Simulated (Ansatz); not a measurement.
# A ladder of methods for AlF3 (SMILES [F][Al]([F])[F])

AlF3: 4 atoms, total charge 0, spin state singlet. As SMILES, `[F][Al]([F])[F]`. The shape comes from GFN2-xTB, which is rough for such elements, and wasn't checked as a minimum.

```
atom    x (Å)    y (Å)    z (Å)
  Al  -0.0002  -0.0003  -0.0013
   F   1.6308  -0.0271   0.0135
   F  -0.7915   1.4260  -0.0166
   F  -0.8391  -1.3986   0.0044
```

Each level gives the energy change with the Al1–F3 bond stretched from 1.631 to 2.039 Å (eV). The values are calculated.

```csv
level,kind,program,value (eV),less FCI/STO-3G,CPU time (all runs)
PBE/STO-3G (restricted),GGA,Ansatz,1.50,-0.19,2.5 s
r2SCAN/STO-3G (restricted),meta-GGA,Ansatz,1.68,-0.01,6.5 s
BHLYP/STO-3G (restricted),global hybrid,Ansatz,1.98,+0.29,2.7 s
PBE0/STO-3G (restricted),global hybrid,Ansatz,1.76,+0.07,2.6 s
wB97M-V/STO-3G (restricted),range-separated hybrid,Ansatz,1.82,+0.13,47 s
wB97X/STO-3G (restricted),range-separated hybrid,Ansatz,1.81,+0.12,11 s
RPA@PBE/STO-3G (restricted),RPA,Ansatz,1.50,-0.19,4.2 s
CCSDTQ/STO-3G (restricted),coupled cluster or CI,Ansatz,1.69,0.00,42 s
FCI/STO-3G,exact in the basis,Ansatz,1.69,0.00,27 s
```

FCI/STO-3G is exact within its basis and frozen core, so for wave-function methods in that basis the difference is their error; functionals converge differently with the basis, so for them it is only a difference. The first shape isn't each level's own minimum. The values span 1.50 to 1.98 eV. All rows use very small basis sets, so even the best lies far from the true value. CPU times are rough (shared hosts, several kinds of processor): they show what a rung costs within a factor of a few.

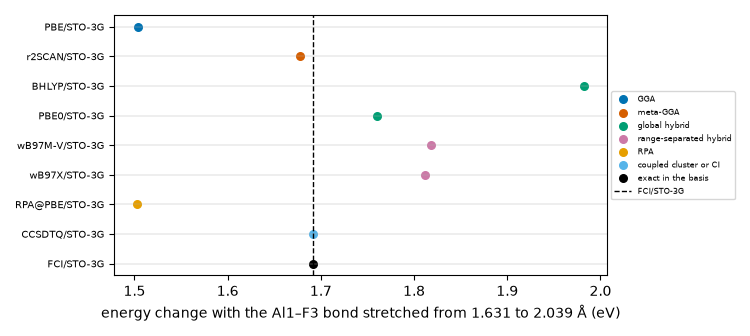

The values of the table, level by level.
